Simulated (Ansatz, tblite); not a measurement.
# B8P7 zinc blende off disc (B₈P₇H₂₄−): which spin state is lowest

Aim: set other spin states of B8P7 zinc blende off disc (B₈P₇H₂₄−) against its singlet, on many levels of theory.

The runs use Ansatz 0.2.0, Gaussian basis; as each input shows.

Levels to be run: triplet, at the geometry of the singlet (GFN1-xTB, GFN2-xTB, PBE0-D4/def2-TZVP, PBE-D4/def2-TZVP); the singlet's energies come from earlier runs.

## Step 1: The structure

The singlet was relaxed beforehand with r2SCAN-D4/def2-SVP.

39 atoms, charge -1, spin multiplicity 1.

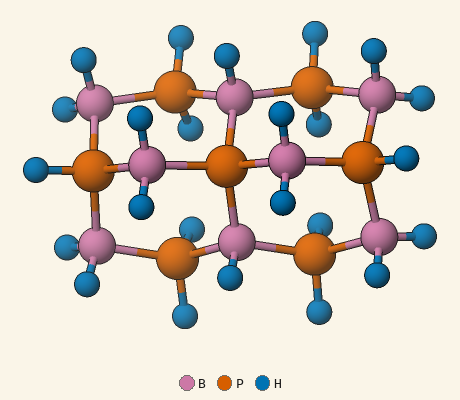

The geometry (boron pink, phosphorus orange, hydrogen blue).

The ion is computed in the gas phase, without counter-ions or solvent.

## Step 2: Triplet at the fixed geometry, GFN1-xTB

Tight binding, by tblite at 300 K electronic temperature and without a spin-polarisation term:

```python
tblite.interface.Calculator('GFN1-xTB', numbers, positions, charge=-1, uhf=2).singlepoint()
```

Energy -1159.4454 eV; 0.17 s.

## Step 3: Triplet at the fixed geometry, GFN2-xTB

Tight binding, by tblite at 300 K electronic temperature and without a spin-polarisation term:

```python
tblite.interface.Calculator('GFN2-xTB', numbers, positions, charge=-1, uhf=2).singlepoint()
```

Energy -1088.6843 eV; 0.096 s.

## Step 4: Triplet at the fixed geometry, PBE0-D4/def2-TZVP

Contents of in.yaml:

```yaml
crystal:
  periodic: [false, false, false]
  atoms:
    - {symbol: B, position_ang: [-3.520234, 1.186664, -0.194184]}
    - {symbol: B, position_ang: [1.187714, -3.519926, -0.185259]}
    - {symbol: B, position_ang: [-1.186998, -1.187157, -0.030797]}
    - {symbol: B, position_ang: [-1.167098, 1.170602, 2.093329]}
    - {symbol: B, position_ang: [1.166161, -1.162776, 2.098203]}
    - {symbol: B, position_ang: [1.187136, 1.187159, -0.034386]}
    - {symbol: B, position_ang: [-1.187838, 3.519120, -0.198810]}
    - {symbol: B, position_ang: [3.520255, -1.187498, -0.187987]}
    - {symbol: P, position_ang: [-2.507283, -0.222841, -1.079853]}
    - {symbol: P, position_ang: [-2.246756, 2.247707, 0.855467]}
    - {symbol: P, position_ang: [-0.219937, -2.508639, -1.075754]}
    - {symbol: P, position_ang: [2.246179, -2.244647, 0.864851]}
    - {symbol: P, position_ang: [0.220538, 2.504746, -1.084691]}
    - {symbol: P, position_ang: [2.507883, 0.218905, -1.079246]}
    - {symbol: P, position_ang: [-0.000231, 0.001896, 1.012617]}
    - {symbol: H, position_ang: [-4.107038, 1.843236, -1.039934]}
    - {symbol: H, position_ang: [-4.255787, 0.582758, 0.573302]}
    - {symbol: H, position_ang: [1.846327, -4.107943, -1.028578]}
    - {symbol: H, position_ang: [0.582123, -4.254387, 0.581956]}
    - {symbol: H, position_ang: [-1.818627, -1.817655, 0.801224]}
    - {symbol: H, position_ang: [-1.906997, 0.457614, 2.754613]}
    - {symbol: H, position_ang: [-0.452823, 1.911875, 2.751701]}
    - {symbol: H, position_ang: [0.451717, -1.901470, 2.759279]}
    - {symbol: H, position_ang: [1.905971, -0.447246, 2.756861]}
    - {symbol: H, position_ang: [1.818324, 1.820618, 0.795718]}
    - {symbol: H, position_ang: [-1.846056, 4.103809, -1.044741]}
    - {symbol: H, position_ang: [-0.582866, 4.256581, 0.566011]}
    - {symbol: H, position_ang: [4.107416, -1.847133, -1.031100]}
    - {symbol: H, position_ang: [4.255488, -0.580924, 0.577698]}
    - {symbol: H, position_ang: [-3.398077, -1.163254, -1.673335]}
    - {symbol: H, position_ang: [-1.897880, 0.236999, -2.282635]}
    - {symbol: H, position_ang: [-3.087775, 3.090247, 1.633748]}
    - {symbol: H, position_ang: [-1.158577, -3.400651, -1.670205]}
    - {symbol: H, position_ang: [0.242515, -1.900691, -2.278271]}
    - {symbol: H, position_ang: [3.086761, -3.084346, 1.646672]}
    - {symbol: H, position_ang: [-0.241047, 1.892273, -2.285244]}
    - {symbol: H, position_ang: [1.159366, 3.394738, -1.681853]}
    - {symbol: H, position_ang: [1.898979, -0.245338, -2.280590]}
    - {symbol: H, position_ang: [3.399083, 1.156976, -1.675817]}
basis:
  gaussian: {orbitals: def2-TZVP, fitting: {mean_field: def2-universal-jkfit}}
total_charge: -1
magnetization: {spin_polarized: true, initial_magnetization: 2}
hamiltonian: {xc: pbe0, dispersion: d4}
scf: {omitted_lower_state_checks: [starts]}
output: {orbitals: {seedname: orbitals}}
```

Command:

```console
ansatz run in.yaml --threads 2 --pin off --events-out ev --progress --plain --max-ram 32768MiB --backend cuda --devices 0, --max-vram 18GiB
```

The program printed:

```text
Functional definition: PBE0
  name "PBE0"
  cite "Adamo & Barone, J. Chem. Phys. 110, 6158 (1999) doi:10.1063/1.478522"
  cite "Perdew, Burke & Ernzerhof, Phys. Rev. Lett. 77, 3865 (1996) doi:10.1103/PhysRevLett.77.3865"
  parent pbe
  parameter a = 0.25
  parameter kappa = 0.804
  parameter beta = 0.06672455060314922
  exchange = (1 - a)*pbe_x(kappa = kappa, mu = beta*pi^2/3) + a*exact_x
  correlation = pbe_c(beta = beta)
these checks for a lower state are left out or cut short: starts
1928 factors; integrals over basis functions are off by at most 5.6e-1 eV
mean field evaluation 1: about -70785.0828 eV, gradient 4.4e1 eV
mean field evaluation 2: about -70779.1777 eV, gradient 5.2e1 eV
mean field evaluation 4: about -70797.2062 eV, gradient 6.2e0 eV
mean field evaluation 8: about -70797.4682 eV, gradient 5.9e-1 eV
mean field evaluation 16: about -70797.4735 eV, gradient 5.4e-2 eV
mean field evaluation 32: about -70797.5269 eV, gradient 6.8e-6 eV
mean field -70797.52690769 eV, -2601.7611255703 hartree, gradient 6.8e-6 eV, S^2 2.007371; 0 other end points of the search recorded, 0 dependent functions left out
reference -70797.52698199 eV, -2601.7611283007 hartree; 86, 84 occupied and 565, 567 virtual orbitals, 1928 factors
Total energy: -70799.50999993 eV, -2601.8340028661 hartree
Checks for a lower state left out: starts
```

Wall time 15 s (1 × H100 (card shared with other runs) with 2 threads of AMD EPYC 7R13, shared host); peak host memory 1.3 GiB.

Report: HOMO 1.09 eV, LUMO -2.70 eV (over both spins; with the spin held, an empty level of the minority spin lies below the top filled one); ⟨S²⟩ 2.007 (pure: 2.00). Doubts: highest occupied level lies above zero.

## Step 5: Triplet at the fixed geometry, PBE-D4/def2-TZVP

start.molden holds the orbitals of an earlier run on this state, given as this run's starting guess.

in.yaml, as its differences from that of step 4:

```diff
@@ -43,6 +43,6 @@
 basis:
-  gaussian: {orbitals: def2-TZVP, fitting: {mean_field: def2-universal-jkfit}}
+  gaussian: {orbitals: def2-TZVP, fitting: {mean_field: def2-universal-jkfit}, initial_orbitals: start.molden}
 total_charge: -1
 magnetization: {spin_polarized: true, initial_magnetization: 2}
-hamiltonian: {xc: pbe0, dispersion: d4}
+hamiltonian: {xc: pbe, dispersion: d4}
 scf: {omitted_lower_state_checks: [starts]}
```

The command is unchanged.

The program printed:

```text
Functional definition: PBE
  name "PBE"
  cite "Perdew, Burke & Ernzerhof, Phys. Rev. Lett. 77, 3865 (1996) doi:10.1103/PhysRevLett.77.3865"
  parent pbe
  parameter kappa = 0.804
  parameter beta = 0.06672455060314922
  exchange = pbe_x(kappa = kappa, mu = beta*pi^2/3)
  correlation = pbe_c(beta = beta)
these checks for a lower state are left out or cut short: starts
1928 factors; integrals over basis functions are off by at most 5.6e-1 eV
mean field evaluation 1: about -70789.6370 eV, gradient 1.4e1 eV
mean field evaluation 2: about -70790.0154 eV, gradient 5.1e-1 eV
mean field evaluation 4: about -70789.9995 eV, gradient 2.2e0 eV
mean field evaluation 8: about -70790.0466 eV, gradient 1.2e-1 eV
mean field evaluation 16: about -70790.0508 eV, gradient 1.7e-5 eV
mean field -70790.05075811 eV, -2601.4863821408 hartree, gradient 7.5e-6 eV, S^2 2.002972; 0 other end points of the search recorded, 0 dependent functions left out
reference -70790.05085217 eV, -2601.4863855974 hartree; 86, 84 occupied and 565, 567 virtual orbitals, 1928 factors
Total energy: -70792.29156519 eV, -2601.5687302821 hartree
Checks for a lower state left out: starts
```

It took 23 s on 1 × H100 (card shared with other runs) with 2 threads of AMD EPYC 7R13, shared host; peak host memory 1.3 GiB.

HOMO 1.36 eV, LUMO -3.02 eV (over both spins; with the spin held, an empty level of the minority spin lies below the top filled one); ⟨S²⟩ 2.003 (pure: 2.00). Doubts: highest occupied level lies above zero.

## Step 6: Triplet less singlet, vertical

The singlet's energies are those of its earlier runs, whose logs aren't repeated here.

```csv
level,"triplet less singlet, vertical (kJ/mol)",time
GFN1-xTB,+489.8,0.28 s
GFN2-xTB,+372.0,0.17 s
PBE-D4/def2-TZVP,+415.7,32 s
PBE0-D4/def2-TZVP,+474.3,29 s
```

Times add the two runs; a level without a time comes out of a correlated run. Tight binding without a spin term can't rank spin states.

## Step 7: Results

| quantity | value |
| --- | --- |
| triplet less singlet, vertical, functionals in def2-TZVP | +415.7 (PBE-D4) to +474.3 kJ/mol (PBE0-D4) |

**Reading.** All functionals put the triplet above the singlet, over a spread of 58.6 kJ/mol. The checks for a lower triplet were left out, so another state of that spin may lie lower. These are electronic energies, without zero-point motion, entropy or surroundings.

The anion's highest level is positive in at least one run, so there the basis alone may hold the extra electron.
